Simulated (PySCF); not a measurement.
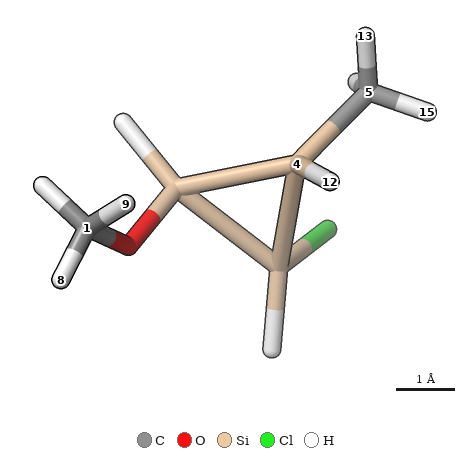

The input geometry (stick view, seen at a tilt; atoms are numbered from 1 in the order of the input). Bond lengths as drawn: Cl–Si 2.10 Å, C–H 1.08 to 1.09 Å, C–O 1.39 Å, C–Si 1.91 Å, H–Si 1.48 to 1.49 Å, O–Si 1.64 Å and Si–Si 2.33 to 2.46 Å.

NMR shielding calculation, with input and output: C2H9ClOSi3

C2H9ClOSi3, computed with GIAO PBE0/pcSseg-1 NMR shielding, non-relativistic, IEF-PCM acetonitrile (PySCF 2.14.0).

The geometry comes from this level: GFN2-xTB. Figures and captions count atoms from 1; the log counts them from 0 in places.

Input
```
{"job": {"xc": "PBE0", "basis": "pcSseg-1", "solvent": "acetonitrile", "kind": "nmr", "pop": false}, "charge": 0, "multiplicity": 1}
C      2.815985     0.093907     1.204344
O      1.887603     0.921796     0.587364
Si     0.876528     0.535441    -0.646229
Si    -0.969471    -0.664939     0.327749
C     -2.331776    -1.438836    -0.765420
Si    -0.991606     1.770855    -0.019866
Cl    -2.182165     2.149611    -1.705424
H      3.345434     0.673005     1.961433
H      2.312864    -0.750822     1.683844
H      3.539764    -0.295365     0.483654
H      1.732298    -0.141355    -1.663012
H     -1.265522    -1.227038     1.675781
H     -2.172920    -2.501609    -0.922910
H     -2.342658    -0.959083    -1.738048
H     -3.316323    -1.313032    -0.326662
H     -0.945634     3.156407     0.497356
```

The first line tells a small driver script what to run in PySCF; the rest is the geometry in Å.

Machine: 1 CPU thread, shared host.

Run as:
```bash
OMP_NUM_THREADS=1 python <driver script> task.json out
```

The program's output
```
coarse grid: 15336 points
cycle   1  E = -1484.6445158618  dE =  5.586e-01  |g| = 7.166e-01  |ddm| = 3.900e+00
cycle   2  E = -1484.4922555802  dE =  1.523e-01  |g| = 1.137e+00  |ddm| = 1.919e+00
cycle   3  E = -1484.7452319896  dE = -2.530e-01  |g| = 1.200e-01  |ddm| = 1.372e+00
cycle   4  E = -1484.7477887810  dE = -2.557e-03  |g| = 4.436e-02  |ddm| = 1.605e-01
cycle   5  E = -1484.7482605620  dE = -4.718e-04  |g| = 8.334e-03  |ddm| = 5.246e-02
cycle   6  E = -1484.7482788886  dE = -1.833e-05  |g| = 2.466e-03  |ddm| = 1.382e-02
cycle   7  E = -1484.7482802841  dE = -1.396e-06  |g| = 2.769e-04  |ddm| = 3.354e-03
final grid: 129496 points
cycle   8  E = -1484.7966651299  dE = -2.438e-05  |g| = 9.781e-03  |ddm| = 2.040e-02
cycle   9  E = -1484.7966490112  dE =  1.612e-05  |g| = 1.337e-02  |ddm| = 1.743e-02
cycle  10  E = -1484.7966825308  dE = -3.352e-05  |g| = 1.506e-03  |ddm| = 1.181e-02
cycle  11  E = -1484.7966829456  dE = -4.148e-07  |g| = 2.934e-04  |ddm| = 1.758e-03
cycle  12  E = -1484.7966829642  dE = -1.863e-08  |g| = 5.940e-05  |ddm| = 2.959e-04
cycle  13  E = -1484.7966829651  dE = -8.599e-10  |g| = 1.906e-05  |ddm| = 9.826e-05
```

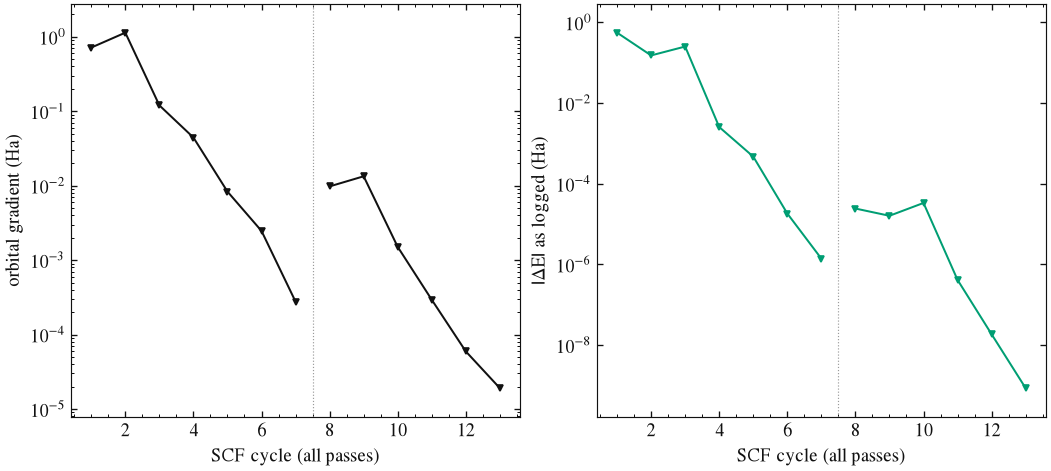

Convergence of the self-consistent field: orbital gradient and size of the energy change against the SCF cycle. The dotted line marks the change from a coarse to the final integration grid. The first 7 cycles use a coarse grid, the final grid takes over at cycle 8, and the field converges after 13 cycles in all.

```
converged SCF energy = -1484.7966829651

GIAO shielding tensors (ppm)
atom      isotropic    diamagn.    paramagn.     s11        s22        s33       span
  0 C      128.834     243.270    -114.436     97.266    102.835    186.401     89.135
  1 O      342.645     398.079     -55.434    257.559    368.409    401.967    144.408
  2 Si     376.683     879.133    -502.450    245.263    338.576    546.210    300.947
  3 Si     403.593     880.172    -476.579    289.038    431.116    490.626    201.588
  4 C      193.668     252.603     -58.935    187.758    191.400    201.844     14.086
  5 Si     385.113     878.347    -493.234    230.659    392.703    531.977    301.318
  6 Cl    1069.758    1149.312     -79.554    999.942   1065.647   1143.685    143.743
  7 H       27.669      27.156       0.513     23.292     25.171     34.545     11.253
  8 H       28.281      29.869      -1.587     23.969     26.773     34.101     10.132
  9 H       27.970      27.835       0.135     24.325     25.256     34.328     10.003
 10 H       25.128      29.681      -4.554     21.373     24.510     29.500      8.127
 11 H       26.409      30.220      -3.811     22.743     24.880     31.605      8.862
 12 H       31.110      29.663       1.447     26.130     27.745     39.455     13.324
 13 H       31.180      31.424      -0.244     25.724     30.694     37.122     11.398
 14 H       30.874      28.888       1.985     26.154     28.013     38.454     12.300
 15 H       25.132      29.349      -4.217     20.034     24.484     30.878     10.844
```

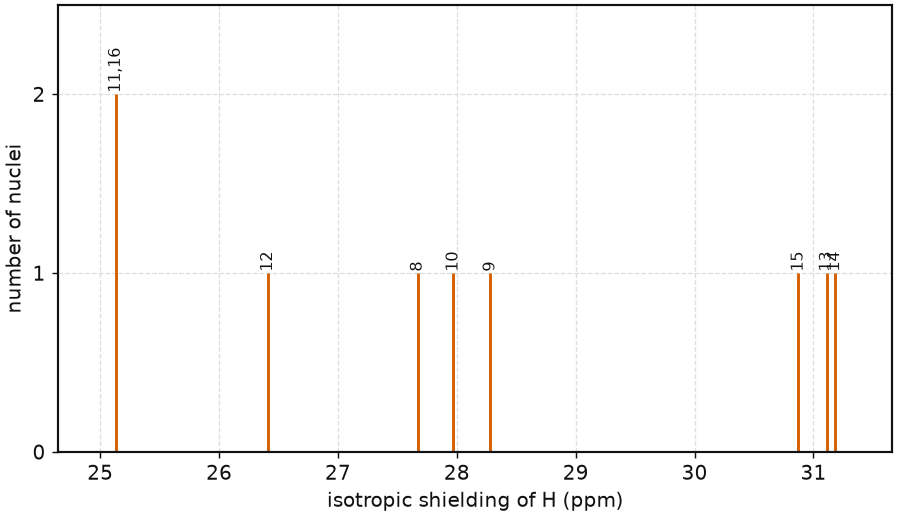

Isotropic shieldings of the hydrogen nuclei in this fixed geometry, labelled by atom number; shielding grows to the right, so chemical shift grows to the left. The least shielded is H11 (25.1 ppm), the most shielded H14 (31.2 ppm).

Results in brief

| quantity | value |
| --- | --- |
| outcome | converged |
| total energy | −1484.796683 hartree |
| HOMO | −6.67 eV |
| LUMO | −1.74 eV |
| dipole moment | 4.09 D |
| isotropic shielding, C | 128.8 to 193.7 ppm |
| isotropic shielding, O | 342.6 ppm |
| isotropic shielding, Si | 376.7 to 403.6 ppm |
| isotropic shielding, Cl | 1069.8 ppm |
| isotropic shielding, H | 25.1 to 31.2 ppm |
| wall time | 22 s |
| peak memory | 1.1 GiB |
